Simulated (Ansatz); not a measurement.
# AlNH3OF (SMILES [NH2][Al]([OH])[F]): SVWN5/cc-pVDZ

Aim: the energy change on altering one bond length of AlNH3OF at SVWN5/cc-pVDZ, from 2 runs. 

The calculation is run with Ansatz 0.2.0.

126 further runs of the same task are left out: 126 set aside as unsound or not needed.

## (1) The system as given

AlNH3OF: 7 atoms, total charge 0, spin state singlet. SMILES: `[NH2][Al]([OH])[F]`. The coordinates come from a PBE0-D4/def2-TZVP relaxation. This is one conformer, not always the lowest.

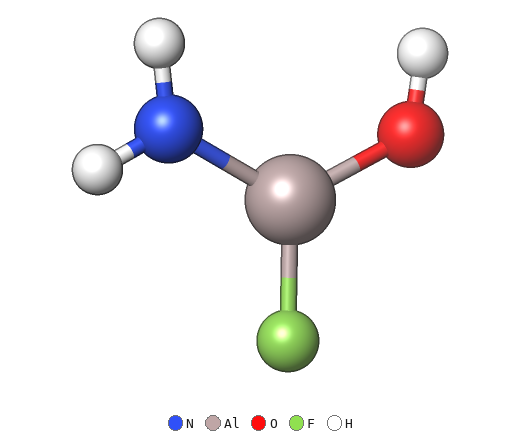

The structure, seen from a chosen angle (nitrogen blue, aluminium light grey, oxygen red, fluorine green, hydrogen white).

## (2) A single-point energy at SVWN5/cc-pVDZ

molecule.yaml

```yaml
crystal:
  periodic: [false, false, false]
  atoms:
    - symbol: "N"
      position_ang: [-0.569800, 0.926800, -0.530800]
    - symbol: Al
      position_ang: [-0.133300, -0.630000, 0.151800]
    - symbol: O
      position_ang: [1.368400, -1.004200, 0.819000]
    - symbol: F
      position_ang: [-1.265600, -1.822100, 0.146500]
    - symbol: H
      position_ang: [-1.473200, 1.130200, -0.925100]
    - symbol: H
      position_ang: [0.029600, 1.732300, -0.586700]
    - symbol: H
      position_ang: [2.105200, -0.401000, 0.879500]
basis:
  gaussian: {orbitals: cc-pVDZ}
hamiltonian: {xc: {name: SVWN5}}
accuracy: high
output: {orbitals: {seedname: orbitals}}
```

Run with:

```
$ ansatz run molecule.yaml --threads 1 --pin off --max-ram 3480MiB --events-out events.jsonl --progress --plain --runs-dir runs
```

Log:

```text
Warning: RAYON_NUM_THREADS=1 ignored (pool sized by the plan → 1); use --threads N
Functional definition: SVWN5
  name "SVWN5"
  exchange = slater_x
  correlation = vwn5_c
1649 factors; integrals over basis functions are off by at most 3.7e-9 eV
mean field evaluation 1: about -12815.2525 eV, gradient 9.2e1 eV
mean field evaluation 2: about -12766.7227 eV, gradient 1.7e2 eV
mean field evaluation 4: about -12830.5369 eV, gradient 1.5e1 eV
mean field evaluation 8: about -12830.8814 eV, gradient 8.4e-1 eV
mean field evaluation 16: about -12830.8826 eV, gradient 2.1e-5 eV
mean field -12830.88263544 eV, -471.5262397679 hartree, gradient 5.1e-8 eV, S^2 0.000000; 0 other end points of the search recorded, 0 dependent functions left out
reference -12830.88263926 eV, -471.5262399082 hartree; 20, 20 occupied and 55, 55 virtual orbitals, 1649 factors
Total energy: -12830.88263926 eV, -471.5262399082 hartree
```

Wall time 3.3 s (1 thread of Arm Neoverse V1, shared host); peak memory 0.18 GiB.

## (3) The distorted shape

job.yaml

```yaml
crystal:
  periodic: [false, false, false]
  atoms:
    - {symbol: N, position_ang: [-0.230108, 1.284432, -0.529210]}
    - {symbol: Al, position_ang: [0.206392, -0.272368, 0.153390]}
    - {symbol: O, position_ang: [1.708092, -0.646568, 0.820590]}
    - {symbol: F, position_ang: [-1.265600, -1.822100, 0.146500]}
    - {symbol: H, position_ang: [-1.133508, 1.487832, -0.923510]}
    - {symbol: H, position_ang: [0.369292, 2.089932, -0.585110]}
    - {symbol: H, position_ang: [2.444892, -0.043368, 0.881090]}
basis:
  gaussian: {orbitals: cc-pVDZ}
output: {orbitals: {seedname: orbitals}}
accuracy: high
hamiltonian: {xc: {name: SVWN5}}
```

Run with:

```
$ ansatz run job.yaml --threads 1 --pin off --max-ram 3480MiB --events-out events.jsonl --progress --plain --runs-dir runs
```

Log:

```text
Warning: RAYON_NUM_THREADS=1 ignored (pool sized by the plan → 1); use --threads N
Functional definition: SVWN5
  name "SVWN5"
  exchange = slater_x
  correlation = vwn5_c
1631 factors; integrals over basis functions are off by at most 6.4e-9 eV
mean field evaluation 1: about -12813.0760 eV, gradient 9.3e1 eV
mean field evaluation 2: about -12750.2035 eV, gradient 1.9e2 eV
mean field evaluation 4: about -12828.3609 eV, gradient 2.4e1 eV
mean field evaluation 8: about -12829.3612 eV, gradient 7.6e-1 eV
mean field evaluation 16: about -12829.3604 eV, gradient 2.0e-5 eV
mean field -12829.36037082 eV, -471.4702975749 hartree, gradient 1.9e-8 eV, S^2 0.000000; 0 other end points of the search recorded, 0 dependent functions left out
reference -12829.36037468 eV, -471.4702977166 hartree; 20, 20 occupied and 55, 55 virtual orbitals, 1631 factors
Total energy: -12829.36037468 eV, -471.4702977166 hartree
```

It took 3.3 s on 1 thread of Arm Neoverse V1, shared host; peak memory 0.18 GiB.

## (4) Results

At SVWN5/cc-pVDZ:

| quantity | value |
| --- | --- |
| first shape: total energy | -471.52624 Eh |
| first shape: HOMO energy | -6.07 eV |
| first shape: LUMO energy | -1.12 eV |
| first shape: HOMO–LUMO gap | 4.95 eV |
| distorted shape: total energy | -471.47030 Eh |
| distorted shape: HOMO energy | -6.47 eV |
| distorted shape: LUMO energy | -2.17 eV |
| distorted shape: HOMO–LUMO gap | 4.30 eV |
| energy change with the Al2–F4 bond stretched from 1.644 to 2.137 Å | 1.522 eV |

What this shows: With the Al2–F4 bond stretched from 1.644 to 2.137 Å the energy rises by 1.52 eV (35 kcal/mol). The first shape isn't relaxed at this level, so the change isn't measured from a minimum.
